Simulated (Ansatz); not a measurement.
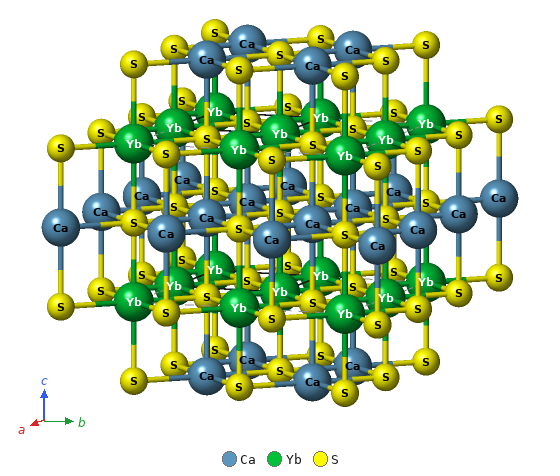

The compound is CaYbS₂ (space group P4/mmm, No. 123), taken as the geometry relaxed with Ansatz 0.2.0, DFT PBE, scalar-relativistic, plane waves, PAW; the starting structure was generated, so it need not be a known form of this composition.

Bonds are taken as Ca–S below 3.2 Å and S–Yb below 3.2 Å; no other contact counts. Simplification: prune 0- and 1-connected atoms, fold 2-connected ones into links.

### What kind of net remains, and which atoms are its nodes?

A uninodal 6-connected, three-periodic net: Ca, Yb and S are 6-connected nodes.

### Name the underlying net.

It is the pcu net, known from NaCl, ReO3 and the B-X framework of perovskite.

### Is the net interpenetrated?

It is a single net, without interpenetration.

### Give the first eight terms of the coordination sequence (nodes one, two, three … edges away).

Ca, Yb and S: 6, 18, 38, 66, 102, 146, 198, 258.

### How many nodes does the smallest cycle have?

Four.

The simplified net, drawn on the atoms' positions. Nodes are coloured by element. Edges to nodes outside the piece are drawn as stubs.

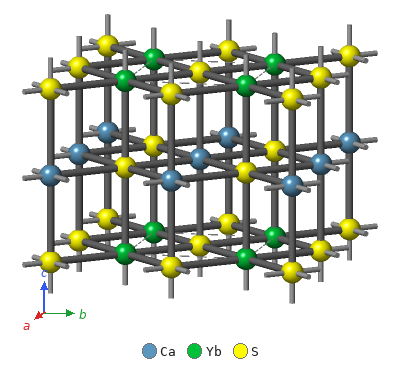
